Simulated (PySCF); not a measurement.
C$_{3}$H$_{4}$NO$_{3}$S$_{2}$ (charge −1)

The calculation's input:

```
{"job": {"kind": "uv", "xc": "PBE0", "basis": "def2-SVPD", "nstates": 8, "ntriplets": 3}, "charge": -1, "multiplicity": 1}
C     -1.406047    -0.270657    -0.673250
S     -0.483029     1.223530    -0.136770
O     -1.361461     1.895371     0.847612
C      0.804188     0.316178     0.807448
C      0.371706    -0.764627     1.564404
N      0.025226    -1.695151     2.154929
S      2.056812    -0.135360    -0.736160
O      1.315804    -1.175165    -1.476189
O      2.004777     1.181919    -1.399520
H     -1.812368    -0.776414     0.195829
H     -0.696230    -0.902026    -1.201278
H     -2.203322     0.054356    -1.334758
H      1.379555     1.048532     1.369976
```

Command:

```sh
OMP_NUM_THREADS=1 python probes_run.py task.json out
```

Geometry: GFN2-xTB.

Method: PBE0/def2-SVPD, SCF density, gas phase in PySCF.

Q: What will maps of the electron density and electron localisation function show?

A: C–N (1.16 Å): ρ is about 3.5 e/Å³ halfway; the ELF peaks at about 0.85 between the atoms: a short, multiple covalent bond.
C–C (1.39 Å): ρ is about 2 e/Å³ halfway; the ELF peaks at about 0.95 between the atoms: localised, covalent bonding.
C–S (1.84 Å): ρ at the midpoint is about 1.2 e/Å³; the ELF peaks at about 0.90 between the atoms: a shared electron pair.

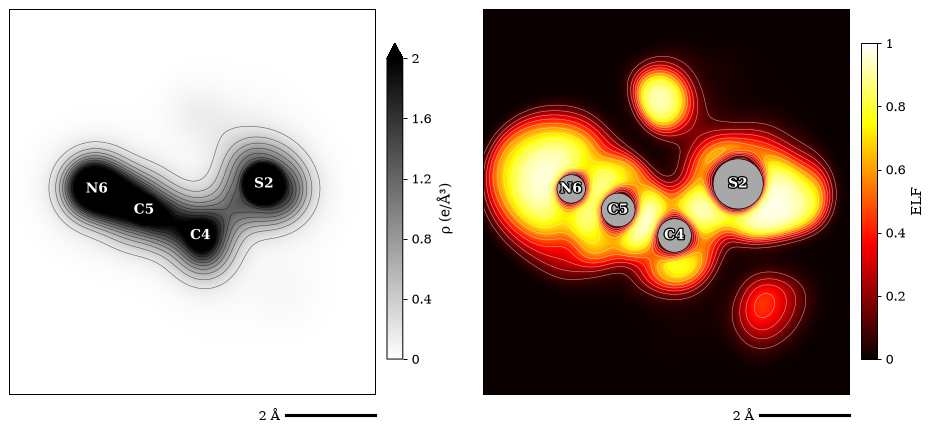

Computed electron density and electron localisation function on the plane of atoms S2, C4 and C5, in this order. Grey discs cover the atomic cores in the ELF map. 
